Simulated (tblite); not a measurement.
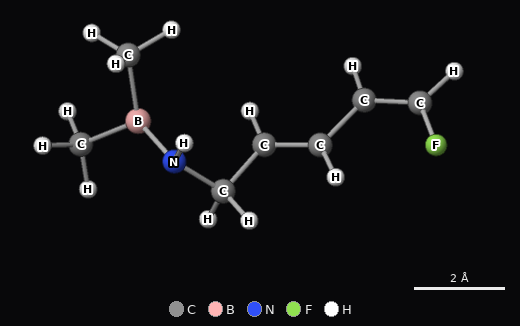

This is the input geometry for a relaxation of C7H13BFN. The picture is a ball-and-stick view, seen face on.

Computed with tblite 0.8.0, GFN2-xTB geometry optimisation, gas phase.

```xyz
23

C     2.3066    0.9794    1.0795
B     1.9168   -0.1823    0.0324
C     3.0922   -1.2788   -0.1412
N     1.0906    0.3195   -1.1278
C    -0.0947   -0.4536   -1.3799
C    -0.9463   -0.4028   -0.1691
C    -2.1583    0.1321   -0.3104
C    -3.0747    0.2314    0.8455
C    -4.2854    0.7650    0.6458
F    -4.6712    1.2186   -0.5774
H     1.3947    1.2856    1.6515
H     3.1266    0.6494    1.7013
H     2.6242    1.8164    0.4346
H     3.4040   -1.6847    0.8357
H     2.8165   -2.0371   -0.8692
H     3.9822   -0.7225   -0.5244
H     0.9602    1.3447   -1.1436
H     0.1318   -1.5394   -1.5829
H    -0.6899   -0.0894   -2.2245
H    -0.6070   -0.7697    0.8072
H    -2.5206    0.5124   -1.2526
H    -2.7980   -0.1265    1.8310
H    -5.0052    0.8783    1.4487
```

**What does the optimiser find from here?**

The atom that moves furthest after the best rigid fit is H11 (2.01 Å). By element the largest moves are H 2.01 Å, C 1.14 Å, N 0.84 Å, F 0.69 Å, B 0.54 Å. Some distances before and after: B2–N4 1.510 → 1.386 Å, C7–C8 1.478 → 1.444 Å, C5–H18 1.128 → 1.093 Å, C1–H11 1.119 → 1.088 Å. Bond angles that change, for instance: B2–N4–C5 114.0° → 129.0°, C1–B2–C3 112.5° → 120.5°, C5–C6–C7 116.8° → 124.5°. Over 235 geometry steps the energy falls by 32.3 kcal/mol.

Final geometry:

```xyz
23

C     3.3279    1.2186    0.6325
B     2.3330    0.1560   -0.0062
C     2.8106   -1.3394   -0.2722
N     1.0462    0.5587   -0.3276
C    -0.0402   -0.2203   -0.8900
C    -1.1998   -0.2851    0.0551
C    -2.4468    0.0680   -0.2542
C    -3.5483    0.0072    0.6771
C    -4.7981    0.3544    0.3853
F    -5.1545    0.8030   -0.8310
H     2.9067    2.2193    0.7046
H     3.6231    0.9172    1.6363
H     4.2480    1.2923    0.0560
H     2.2272   -2.0570    0.3034
H     2.7008   -1.6146   -1.3204
H     3.8540   -1.4922   -0.0092
H     0.7614    1.5117   -0.1479
H     0.3307   -1.2311   -1.0773
H    -0.3621    0.2118   -1.8458
H    -0.9592   -0.6251    1.0539
H    -2.6839    0.4148   -1.2514
H    -3.3430   -0.3414    1.6780
H    -5.6389    0.3192    1.0613
```

After the run, drawn alike:

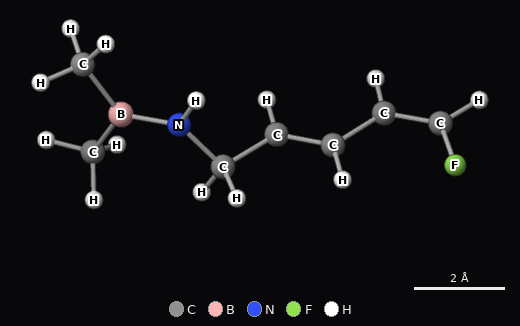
